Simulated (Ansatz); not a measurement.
## WC (WC type, space group P-6m2), scan of one atom of the cell

Relaxed WC (WC type, space group P-6m2):

```yaml
crystal:
  lattice:
    - [2.92185, 0.00000, 0.00000]
    - [-1.46093, 2.53040, 0.00000]
    - [0.00000, 0.00000, 2.84710]
  atoms:
    - { symbol: W, position: [0.00000, 0.00000, 0.00000] }
    - { symbol: C, position: [0.66667, 0.33333, 0.50000] }
```

Scan: atom 2 (C, nearest neighbour W at 2.207 Å; its periodic images, 2.8 Å or more away, move with it) is displaced towards the nearest neighbour, direction (-0.662, -0.382, -0.645) in Cartesian axes, by s. The other atoms stay.

These are PBE (plane waves to 420 eV, PAW, scalar-relativistic; Ansatz, a quantum-chemistry and plane-wave program) values and carry that method's errors. k mesh 15×15×13 (Γ-centred), Fermi-Dirac smearing 0.05 eV. Energies are smeared free energies. Left out: 1 of 11 points, with atoms too close for the PAW data. With partly filled bands, energies and forces of such displacements shift with the k mesh and the smearing. Spin-orbit coupling is left out, though W is heavy. WC is run without spin polarisation. WC was relaxed with its symmetry unable to fall. ΔE is measured from the undisplaced structure.

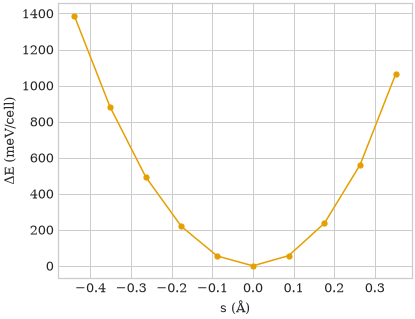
Figure: ΔE (meV/cell) against s (Å); one marker a computed point.

The energy at s = 0.352 Å is 1066 meV/cell and the force along the line at s = -0.440 Å is 6.36 eV/Å. Symmetry of the curve: not even: the positive side lies higher at ±0.352 Å. Shape of the curve: a single well with its minimum at or next to zero displacement. Harmonic estimate at the end of the scan: ½ks² = 885 meV/cell against the computed 1066 meV/cell, so the well is stiffer than harmonic there.

With its periodic images moving along, the atom's site symmetry in this cell is -6m2.

(A displaced cell: forces are minus the slopes of the energy, force constants its curvatures, and phonons follow from these.)
